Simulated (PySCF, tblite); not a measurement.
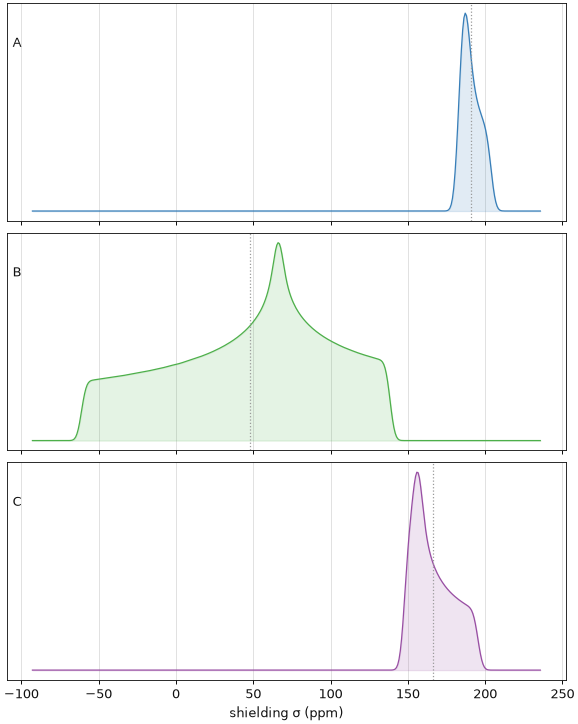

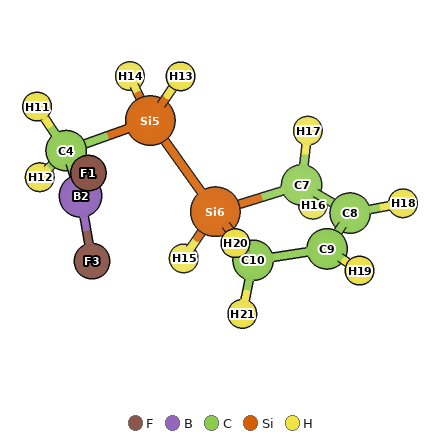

Static powder patterns (¹³C) from GIAO shielding tensors of C₅H₁₁BF₂Si₂, SMILES FB(F)C[SiH2][SiH]1CC=CC1, PBE0/pcSseg-1 in PySCF 2.14.0, at a GFN2-xTB geometry (a minimum by its frequencies); absolute shielding, one fixed geometry of the isolated molecule without any motion, no dipolar terms. The dotted line is the isotropic value; skew is 3(σiso − σ22)/span.

The panels belong to C4, C9 and C10. Which is which?

panel A: C4, σ11, σ22, σ33 = 182, 187, 204 ppm, isotropic 191, span 22 ppm, skew 0.57; panel B: C9, σ11, σ22, σ33 = −61, 66, 139 ppm, isotropic 48, span 200 ppm, skew −0.28; panel C: C10, σ11, σ22, σ33 = 148, 156, 195 ppm, isotropic 166, span 48 ppm, skew 0.64.

Known limits of this run: the tight-binding geometry is rougher than a DFT one and adds to the error; one conformer of a flexible molecule.
